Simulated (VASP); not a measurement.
Band structure of TlBr (CsCl type). All values below come from PBE GGA, VASP's PBE PAW potentials (set 64) (plane waves; VASP).

Unless said otherwise, spin-orbit coupling is left out, though it shifts the bands of the heavy elements here.

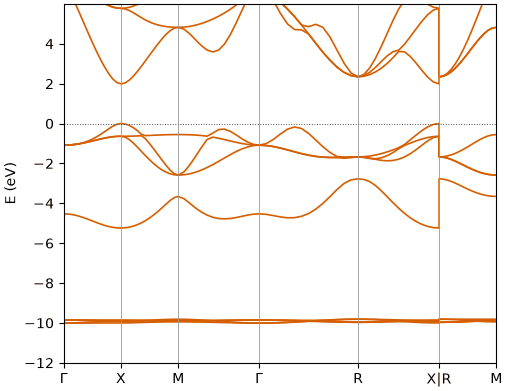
Fig. 1. Bands along high-symmetry lines, zero at the valence-band maximum or, without a gap, the Fermi level

Task: Read the plot: is there a gap, and where are the band edges?

Result: The gap is direct, 1.99 eV, from the valence maximum at X to the conduction minimum at X. (Edges off the drawn lines would not show.)

The compound is TlBr in the CsCl type structure. It was relaxed first.
